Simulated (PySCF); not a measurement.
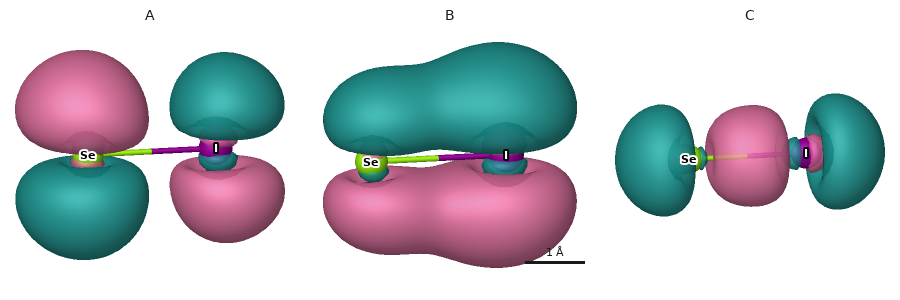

SeI (charge +1, triplet). Three frontier β-spin orbitals, each drawn at the value that holds 80 % of its norm (teal and pink are the two phases), in no order; of a degenerate pair one member is drawn.

Core potentials replace the inner electrons of I.

Level of theory: PBE0/cc-pVDZ(-PP), non-relativistic Hamiltonian with scalar-relativistic core potentials where named, at a bond length of 2.382 Å in PySCF 2.14.0.

### Name the orbitals and rank them from lowest to highest energy.

Orbital C: σ, occupied in this spin, −16.98 eV; shared between the atoms (Se 50 %, I 50 %).
Orbital B: π, occupied in this spin, −15.06 eV; mainly on I (70 %).
Orbital A: π, empty in this spin, −10.87 eV; antibonding, with a node between the atoms.
